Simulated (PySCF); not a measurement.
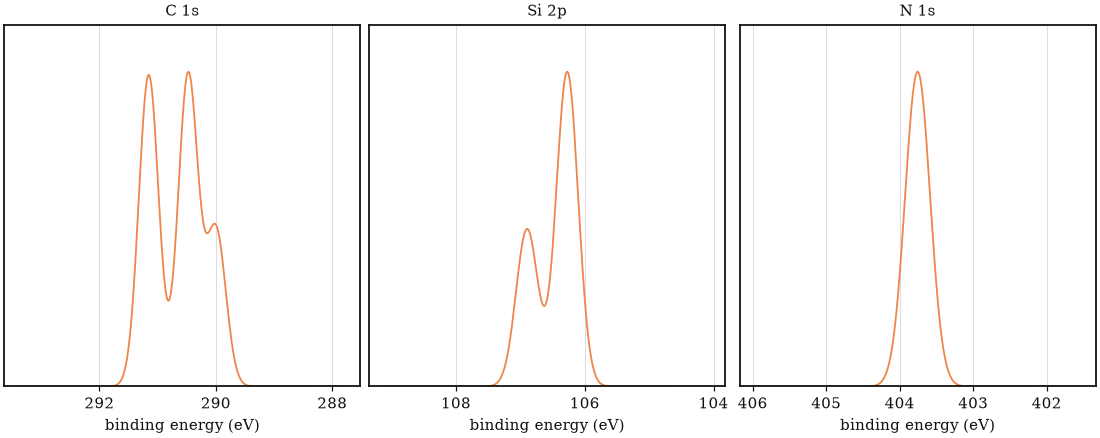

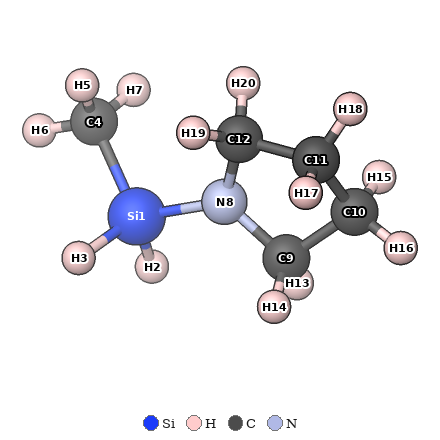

Simulated XPS of C₅H₁₃NSi. Vertical core-electron binding energies by ΔSCF (SCAN, pcX-2 on the ionised atom, pcseg-1 elsewhere, spin-free X2C; PySCF 2.14.0, at a PBE0-D3(BJ)/def2-SVP geometry (no frequency check)), gas phase, against the vacuum level. One atom of each kind was ionised; within a panel, areas follow the number of like atoms and 2j + 1 (2p levels are split by first-order spin-orbit coupling, an approximation), each panel is scaled alone, Gaussians of 0.4 eV full width. Only the regions named are shown.

Which atoms give which peak?

Answer.
```csv
level,atoms,binding energy (eV)
C 1s,"C9, C12",291.2
C 1s,"C10, C11",290.5
C 1s,C4,290.0
Si 2p1/2,Si1,106.9
Si 2p3/2,Si1,106.3
N 1s,N8,403.8
```

How large is the chemical shift across the C 1s region?

Answer. 1.2 eV, from C4 at 290.0 eV to C9, C12 at 291.2 eV.

Caveats: one conformer of a flexible molecule.
